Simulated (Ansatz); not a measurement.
System: EuFe, space group Pm-3m, 2 atoms in the cell, CsCl type.

```cif
data_structure
_symmetry_space_group_name_H-M 'P 1'
_symmetry_Int_Tables_number 1
_cell_length_a 3.3974
_cell_length_b 3.3974
_cell_length_c 3.3974
_cell_angle_alpha 90.000
_cell_angle_beta 90.000
_cell_angle_gamma 90.000
_cell_volume 39.21
loop_
_atom_site_label
_atom_site_type_symbol
_atom_site_fract_x
_atom_site_fract_y
_atom_site_fract_z
_atom_site_occupancy
Eu1 Eu 0.00000 0.00000 0.00000 1
Fe1 Fe 0.50000 0.50000 0.50000 1
```

Computed with Ansatz 0.2.0: DFT PBEsol, scalar-relativistic, plane waves, PAW, spin-polarised, 8×8×8 k mesh, Gaussian smearing of 0.05 eV.

How will the Eu f shell be filled?

Counting eigenvalues over 0.6 as filled, Eu has 7 filled f states (f⁷), 7 up and 0 down; the eigenvalues sum to 6.6.

The structure was built from a prototype or by substitution, so it need not be a known phase. Spin-orbit coupling is left out, which matters for Eu. Open shells can settle in several states, and this one need not be the lowest.

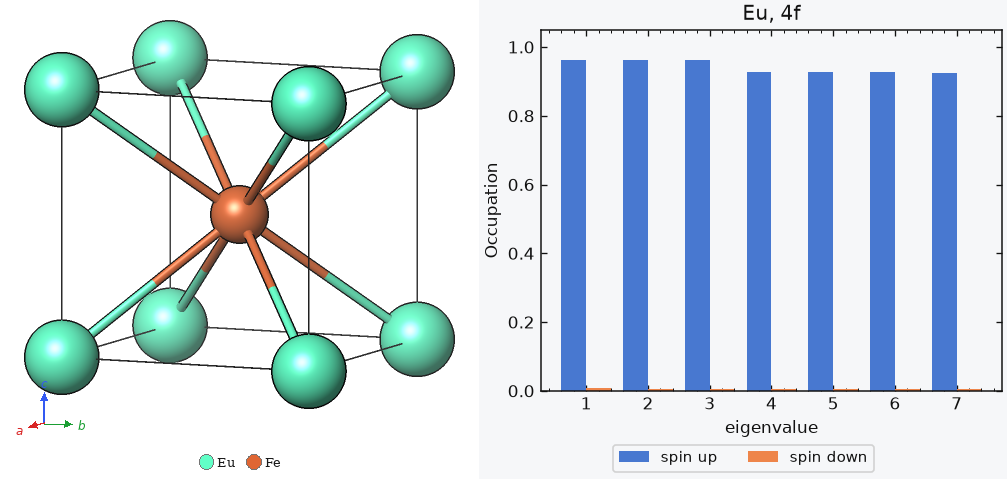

Eigenvalues of the local occupation matrix of the f shell (Löwdin-orthogonalised atomic projectors). The structure is drawn too.
